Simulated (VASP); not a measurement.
Band structure of CdSe (zinc blende). Level of theory: PBE GGA, VASP's PBE PAW potentials (set 64) (plane waves; VASP 6.6.1).

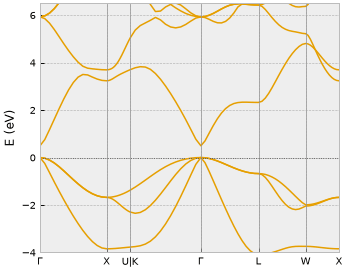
Fig. 1. Bands along high-symmetry lines, zero at the valence-band maximum or, without a gap, the Fermi level

Q: Read the plot: is there a gap, and where are the band edges?

A: The gap is direct, 0.50 eV, from the valence maximum at Γ to the conduction minimum at Γ. (Edges off the drawn lines would not show.)

The compound is CdSe in the zinc blende structure, whereas wurtzite is the usual form. It was relaxed first, which changed the volume by +7 %.
